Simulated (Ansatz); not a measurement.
# C2H2AlCl: small, medium and large basis sets

Aim: see how fast density functionals converge with the basis set for C2H2AlCl.

Program: Ansatz 0.2.0, Gaussian basis. Level of theory: one geometry, several basis sets. These are calculated values, not measurements.

The runs, in order: PBE0-D4/def2-SVP; ωB97M-V/def2-SVP; PBE0-D4/def2-QZVPP; ωB97M-V/def2-QZVPP; the functionals' def2-TZVPP values are taken from earlier runs.

## (1) Structure used throughout

The geometry comes from an earlier relaxation with PBE0-D4 in a triple-zeta def2 set; it is a stationary point.

SMILES `Cl[C]1=[CH][AlH]1`, 6 atoms, charge 0, spin multiplicity 1.

Atoms are counted from 1 here; the program's logs count them from 0.

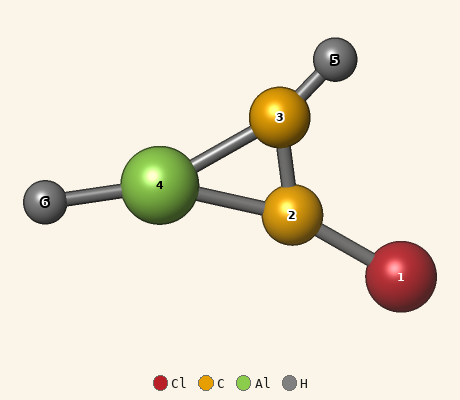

The structure; chlorine red, carbon amber, aluminium green, hydrogen grey; atoms are numbered from 1 in the order of the file.

## (2) PBE0-D4 in def2-SVP

in.yaml reads:

```yaml
crystal:
  periodic: [false, false, false]
  atoms:
    - {symbol: Cl, position_ang: [-0.623366, -2.402426, 0.113798]}
    - {symbol: C, position_ang: [-0.311695, -0.714373, 0.004562]}
    - {symbol: C, position_ang: [0.874354, -0.067893, 0.150789]}
    - {symbol: Al, position_ang: [-0.516887, 1.117898, -0.209815]}
    - {symbol: H, position_ang: [1.855312, -0.485027, 0.364290]}
    - {symbol: H, position_ang: [-1.235617, 2.487821, -0.469823]}
basis:
  gaussian: {orbitals: def2-SVP}
hamiltonian: {xc: pbe0, dispersion: d4}
output: {orbitals: {seedname: orbitals}}
```

Started as:

```sh
$ ansatz run in.yaml --threads 2 --pin off --events-out ev --progress --plain --max-ram 4352MiB
```

Further steps of the session: ωB97M-V in def2-SVP; PBE0-D4 in def2-QZVPP; ωB97M-V in def2-QZVPP.

Before running them: what should the planned runs give, taken together? Wanted: PBE0-D4: double and triple zeta above quadruple; ωB97M-V: double and triple zeta above quadruple.

**Answer**, as computed:

| quantity | value |
| --- | --- |
| PBE0-D4: double and triple zeta above quadruple | 9.67, 0.68 eV |
| ωB97M-V: double and triple zeta above quadruple | 9.65, 0.65 eV |

In words: PBE0-D4 gains 8.98 eV from double to triple zeta, then 0.68 eV more. Total energies overstate the basis error of differences, where much of it tends to cancel. The LUMO of ωB97M-V is positive and keeps falling with the basis (0.78 to 0.25 eV): an unbound level that the basis holds in place.
